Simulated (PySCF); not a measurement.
# H₂N, doublet, SMILES `[NH2]`: electronic structure

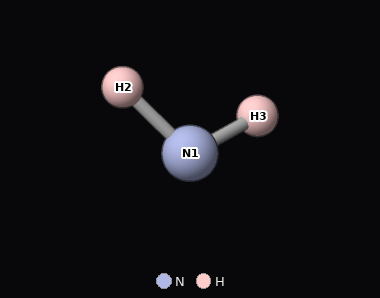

The molecule, with its atoms numbered as below. No frequency check shows the geometry to be a minimum.

Cartesian coordinates (Å):

```
N1       0.0000    0.1295    0.0000
H2       0.8300   -0.4533    0.0000
H3      -0.8300   -0.4533    0.0000
```

## 1. Bonding charge

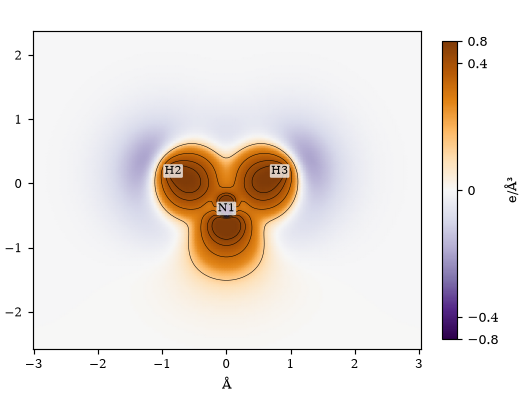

Deformation density (molecule less spherical, spin-averaged free atoms) in the molecular plane; colour scale in e/Å³, logarithmic beyond ±0.1; orange: gain, purple: loss.

Level of theory: BP86/def2-SVPD (PySCF), at a geometry from GFN2-xTB. The stability of the open-shell solution wasn't checked. GFN2-xTB doesn't know the spin state, so this open-shell geometry is rough.

> Describe the bonding that the map shows.

N1–H2 and N1–H3: +0.81 e/Å³ at the bond critical point (bond length 1.01 Å). In all, 0.6 electrons gather in the regions of gain relative to the promolecule.

## 2. Bond critical points

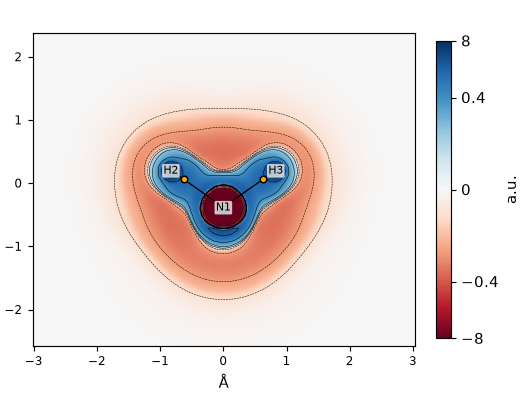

Negative Laplacian of the density (−∇²ρ) in the molecular plane (blue positive, red negative, colour scale in a.u., logarithmic beyond ±0.04), with bond paths and bond critical points (dots).

> At which bond critical points in this plane is charge locally concentrated, and at which depleted?

Concentrated (∇²ρ < 0): N1–H2 and N1–H3 (−1.57 a.u.). At none is it depleted.

> Where along N1–H2 does the critical point lie?

0.77 Å from N1 and 0.24 Å from H2.

## 3. Electrostatic potential

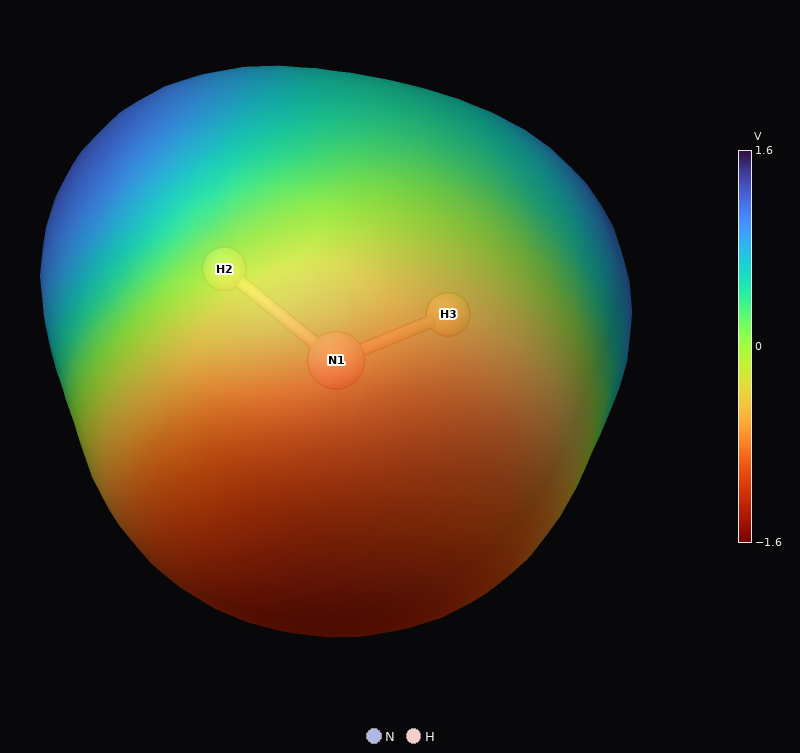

Electrostatic potential on the surface of electron density 0.001 a.u.

> Where are the extremes of the potential on the surface?

Highest: 1.22 V, 1.3 Å from H2, and at like points elsewhere. Lowest: −1.52 V, 2.0 Å from N1. The surface is sampled at points, so like sites can differ by a few per cent and only the strongest of them is named.

## 4. Spin density

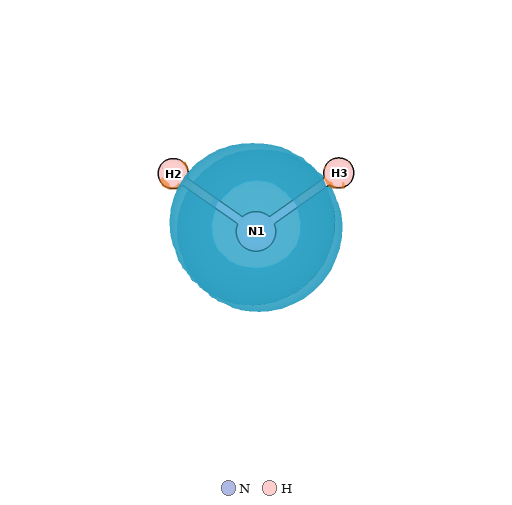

Spin density ρα − ρβ at ±0.05 e/Å³ (light blue: excess α, orange: excess β).

> Give the atomic spin populations that go with this picture.

Hirshfeld spin populations: N1 +0.89 and H2 and H3 +0.06. ⟨S²⟩ = 0.75, as for a pure state.

## 5. In an electric field

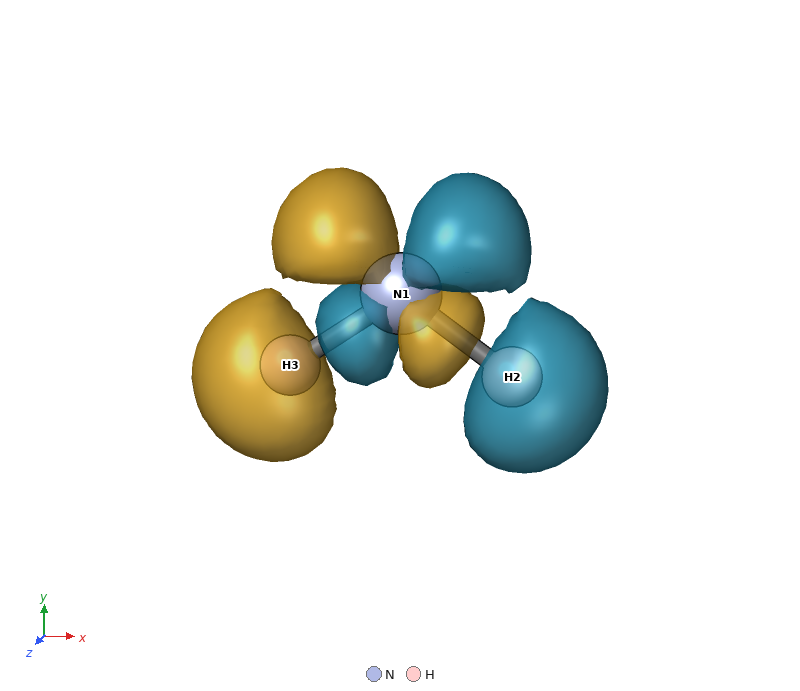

Change of the electron density in a uniform field of 0.51 V/Å, surfaces at ±0.005 e/Å³ (yellow: gain, teal: loss).

Method: PBE/6-31+G*; geometry: GFN2-xTB; program: PySCF. The basis has diffuse s and p functions alone, which still leaves polarisabilities too small, most of all across bonds. The stability of the open-shell solution wasn't checked. GFN2-xTB doesn't know the spin state, so this open-shell geometry is rough.

> Along which Cartesian direction does the field point?

Along +x: electrons gather on the −x side, against the field.

> What dipole is induced, and what polarisability does it imply?

The induced dipole is 0.27 D (along the field); α along this axis, from the fields in both directions, is 11 bohr³ (1.6 Å³).

> Which atoms gain and lose the most charge?

Electrons gather most on H3 (Hirshfeld charge changes by −0.015 e) and leave H2 most (+0.015 e); 0.035 electrons are displaced in all.

## 6. Removing or adding an electron

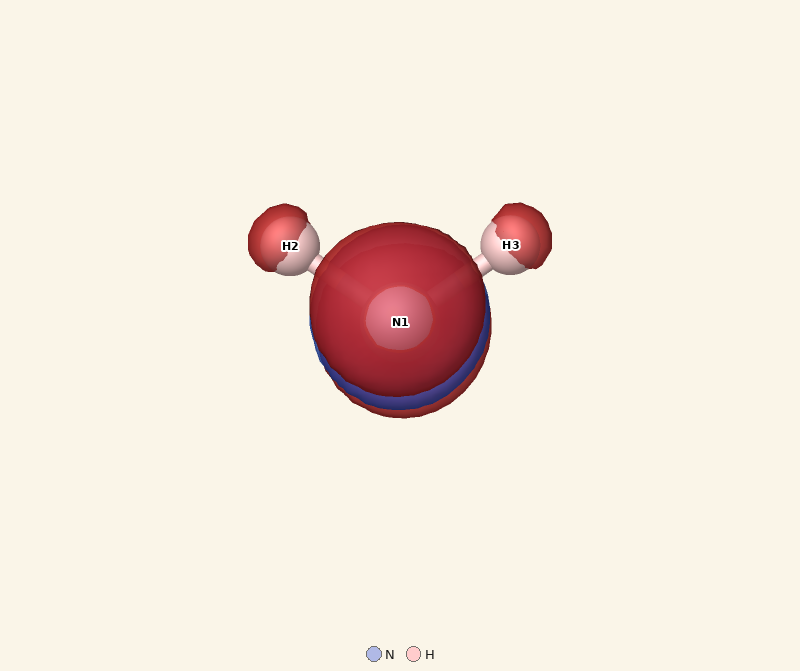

Fukui function f⁻ = ρ(N) − ρ(N−1) at fixed geometry, surfaces at ±0.1 e/Å³ (red positive, blue negative).

Method: BP86/6-31+G*; geometry: GFN2-xTB; program: PySCF. GFN2-xTB doesn't know the spin state, so this open-shell geometry is rough.

> Which atoms respond most to the removal of an electron?

f⁻ (Hirshfeld-condensed) is largest on N1 (0.68); the vertical ionisation energy is 12.92 eV (to the singlet cation, which needn't be its lowest state). Condensed values hint at sites of electrophilic attack but needn't mark the atom that reacts. Orbital relaxation makes it negative in places (0.18 e in all).

```csv
atom,f⁻,charge
N1,+0.68,−0.21
H2,+0.16,+0.10
H3,+0.16,+0.10
```
